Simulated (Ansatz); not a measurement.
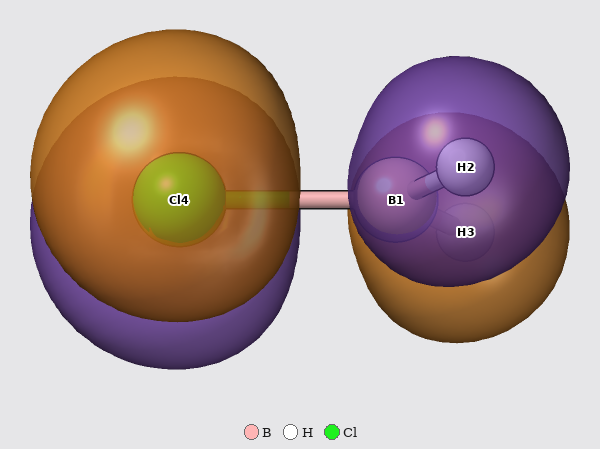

Figure. BClH2. The HOMO at ±0.1 Å⁻³ᐟ² (orange and purple are the two phases), seen from one side.

Theory: RHF/def2-SVP (Ansatz 0.2.0).

Where does this orbital lie, and at what energy?

Answer. It lies mainly on Cl4 (about 65 %), B1 (about 15 %), H2 (about 10 %) and H3 (about 10 %); it is symmetric in the molecular plane (an in-plane orbital: σ, lone-pair or in-plane π type); largely a lone pair of Cl4. Its energy is −11.89 eV.
